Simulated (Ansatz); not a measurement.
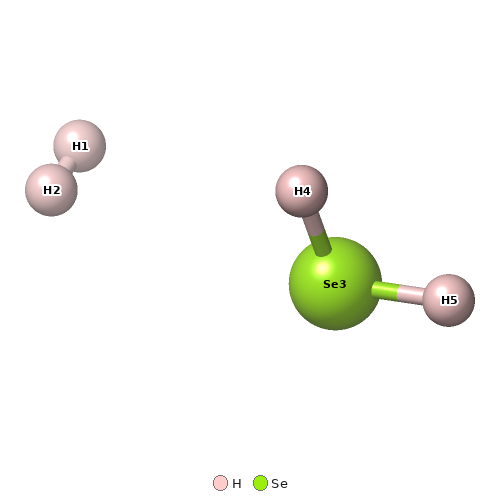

The system is the pair H₂···H₂Se; the picture shows the reference structure. The turn is about an axis along (−0.40, −0.89, 0.22) in the frame of the relaxed pair, normal to the line between the partners. The first coordinate is: distance Se3···H1; the second: turn of H1, H2 about Se3. The grid has 15 × 15 points. Points are written as (first, second). Energies are in meV, from the two partners far apart, frozen as in the relaxed pair, each in its own basis (no counterpoise correction). Method: Ansatz, RKS B3LYP-D4/def2-TZVPD.

Its coordinates:

```xyz
5

H    -0.2341   -0.5660   -2.1804
H     0.0617    0.1108   -2.2712
Se   -0.4873    0.3402    1.1142
H     0.8201   -0.2484    0.7890
H    -0.1604    0.3633    2.5484
```

Range: distance Se3···H1 from 2.878 to 5.478 Å; turn of H1, H2 about Se3 from −120.0 to 120.0°.

What landscape does the calculation give?

The lowest grid point is at (3.493 Å, 0.0°), −17 meV from the two partners far apart, frozen as in the relaxed pair, each in its own basis (no counterpoise correction). The energy also falls towards the edge at (3.493 Å, −120.0°) (3.4 meV above the lowest), where a further well may lie outside the range. The highest grid point, (2.878 Å, 68.6°), lies 475 meV above the lowest. Round the minimum the valley is somewhat tilted: raising distance Se3···H1 shifts the best value of turn of H1, H2 about Se3 upwards (coupling k₁₂/√(k₁₁k₂₂) about −0.3).

| turn of H1, H2 about Se3 ↓, distance Se3···H1 → | 2.878 | 2.943 | 3.049 | 3.179 | 3.328 | 3.493 | 3.672 | 3.863 | 4.066 | 4.279 | 4.501 | 4.733 | 4.973 | 5.222 | 5.478 |
| --- | --- | --- | --- | --- | --- | --- | --- | --- | --- | --- | --- | --- | --- | --- | --- |
| 120.0 | 199 | 157 | 103 | 58 | 26 | 6 | −5 | −9 | −10 | −8 | −7 | −5 | −4 | −3 | −2 |
| 102.9 | 221 | 174 | 115 | 66 | 30 | 8 | −4 | −9 | −10 | −9 | −7 | −5 | −4 | −3 | −2 |
| 85.7 | 360 | 287 | 195 | 117 | 60 | 23 | 3 | −6 | −10 | −10 | −8 | −6 | −5 | −4 | −3 |
| 68.6 | 458 | 366 | 250 | 151 | 79 | 33 | 7 | −6 | −10 | −11 | −9 | −7 | −6 | −4 | −3 |
| 51.4 | 367 | 292 | 197 | 117 | 58 | 22 | 1 | −8 | −11 | −10 | −9 | −7 | −5 | −4 | −3 |
| 34.3 | 186 | 144 | 92 | 48 | 18 | 0 | −8 | −11 | −11 | −9 | −7 | −6 | −4 | −3 | −3 |
| 17.1 | 60 | 41 | 19 | 2 | −9 | −14 | −15 | −13 | −11 | −8 | −6 | −5 | −4 | −3 | −2 |
| 0.0 | 15 | 5 | −6 | −13 | −17 | −17 | −15 | −13 | −10 | −7 | −5 | −4 | −3 | −2 | −2 |
| −17.1 | 19 | 10 | −1 | −9 | −14 | −14 | −13 | −11 | −9 | −7 | −5 | −4 | −3 | −2 | −2 |
| −34.3 | 42 | 28 | 13 | 1 | −7 | −10 | −10 | −9 | −7 | −6 | −4 | −3 | −2 | −2 | −2 |
| −51.4 | 62 | 45 | 25 | 9 | −1 | −6 | −8 | −8 | −7 | −5 | −4 | −3 | −2 | −2 | −1 |
| −68.6 | 70 | 52 | 30 | 13 | 1 | −5 | −7 | −7 | −6 | −5 | −4 | −3 | −2 | −2 | −1 |
| −85.7 | 62 | 46 | 25 | 9 | −1 | −6 | −8 | −8 | −7 | −5 | −4 | −3 | −2 | −2 | −1 |
| −102.9 | 43 | 30 | 14 | 1 | −6 | −10 | −10 | −9 | −7 | −6 | −4 | −3 | −2 | −2 | −2 |
| −120.0 | 24 | 14 | 1 | −7 | −12 | −14 | −13 | −11 | −9 | −6 | −5 | −4 | −3 | −2 | −2 |

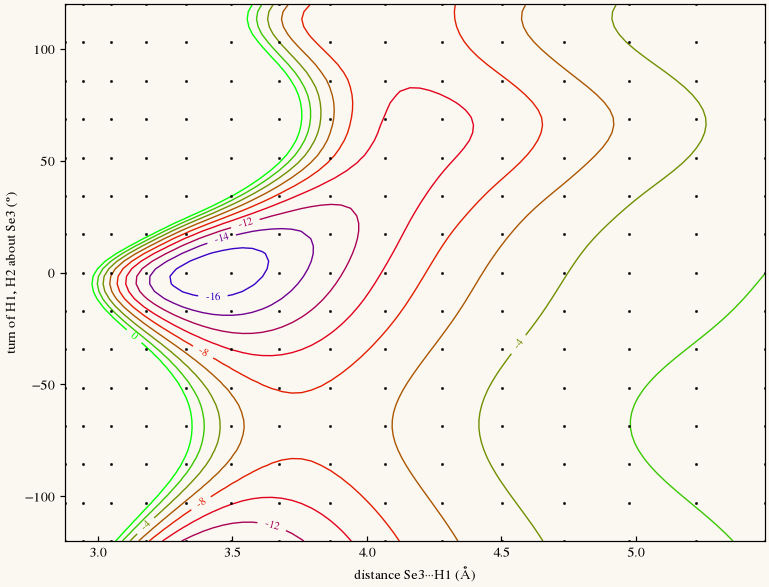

The picture shows contour lines labelled in meV (none above 0), dots at the grid points. Between grid points the surface is interpolated.

Each point was launched as `ansatz run input.yaml --threads 1 --pin off --max-ram 2560MiB --backend cpu --events-out ev --progress --plain --runs-dir out`. The whole map (225 points run) took 4.5 min on 1 thread of Intel(R) Xeon(R) 6975P-C (Granite Rapids), on a shared host.
